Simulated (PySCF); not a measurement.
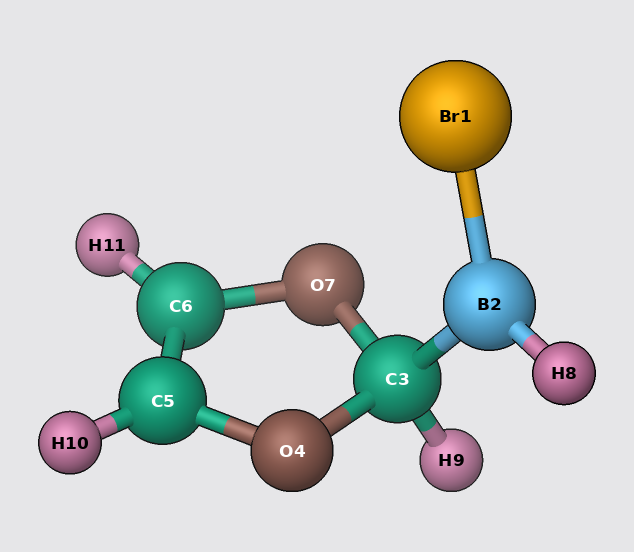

The geometry was computed by an optimisation with GFN2-xTB. No frequency run is at hand to confirm it as a minimum. Electric field gradients from the ground-state density, B3LYP/pcJ-1 (pcSseg-1 on Br) (PySCF 2.14.0), non-relativistic apart from any core potentials.

Give the largest field-gradient component, the quadrupole coupling constant and the asymmetry for 79Br at Br1 (Q = 313 mb), 11B at B2 (Q = 40.59 mb), 17O at O4 (Q = −25.6 mb), 17O at O7 (Q = −25.6 mb), 2H at H8 (Q = 2.86 mb), 2H at H9 (Q = 2.86 mb).

| atom | V_zz (a.u.) | e²qQ/h (MHz) | η |
| --- | --- | --- | --- |
| Br1 | −3.850 | −283.1 | 0.95 |
| B2 | 0.484 | 4.62 | 0.56 |
| O4 | 1.866 | −11.22 | 0.94 |
| O7 | 1.891 | −11.37 | 0.99 |
| H8 | 0.232 | 0.156 | 0.05 |
| H9 | 0.256 | 0.172 | 0.06 |

The geometry is semi-empirical. Around B, Br such bond lengths and angles can be off by a tenth of an ångström or more and by several degrees, and values that hang on the shape move with them.
